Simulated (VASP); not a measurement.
Band structure of MoS$_{2}$ (space group P4_2/mnm). Computed with PBE GGA, VASP's PBE PAW potentials (set 64) (plane waves; VASP).

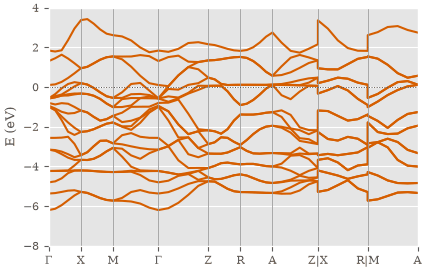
Bands along high-symmetry lines, zero at the valence-band maximum or, without a gap, the Fermi level

Question: Read the plot: is there a gap, and where are the band edges?

Answer: It has no gap at this level: it comes out as a metal or semimetal.

The structure was generated: MoS2 was put into an ordered model structure, which need not be its known phase. The cell was not relaxed at this level. The k-mesh is coarse (spacing up to 0.36 per Å, 2π included), so the numbers may not be converged in it.
